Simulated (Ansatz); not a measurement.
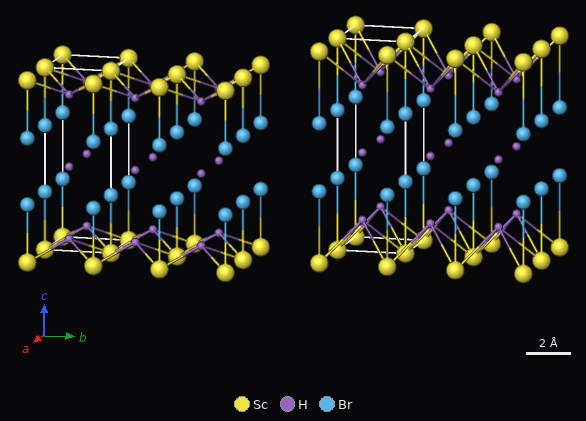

Two geometries of crystalline ScH$_{3}$Br$_{2}$ (a generated structure, set up in P4/mmm) (coarse preliminary run), drawn at one scale. One is the start of a relaxation, the other its converged end. The picture is a ball-and-stick view of the cell of the calculation, repeated 2 × 3 × 1 with one cell outlined, seen slightly off an axis.

Theory: DFT PBE, scalar-relativistic, plane waves, PAW (Ansatz). Settings: plane-wave cutoff 420 eV; k-point mesh 6 × 6 × 2; occupations gaussian; smearing width 0.1 eV; no spin polarisation; cell and atoms relaxed; force threshold 0.04 eV/Å; at most 70 steps.

Which geometry has the lower energy?

Answer. The left one is the relaxed one. After 5 accepted moves (7 points after the start) the energy has fallen by 2.664 eV per cell of the calculation. The largest force component goes from 1.6 to 0.01 eV/Å. Pressure: −7.71 GPa at the start and −0.14 GPa at the end. The line search rejected the trial step at point 5 of the run. At 1 point the geometry stayed and the basis and grid were re-selected for the new cell (energy shift of 4.6 meV per cell of the calculation at most each time). The largest moves relative to the cell, 0.67 Å, are those of H atoms. By element the largest moves are H 0.67 Å, Br 0.18 Å. Sc stays in place. The volume changes by −18.9 %, with a = b 3.229 → 3.135 Å (−2.9 %), c 9.897 → 8.514 Å (−14.0 %). Near-neighbour distances that change, for instance: Br–Sc 3.358 → 2.706 Å, H–Sc 2.907 → 2.385 Å, Sc–Sc 3.229 → 3.135 Å. The space group stays P4/mmm (No. 123). The run took 17 s on 1 thread of AMD EPYC 7B13 (Zen 3) (shared host), peak memory 0.44 GiB.
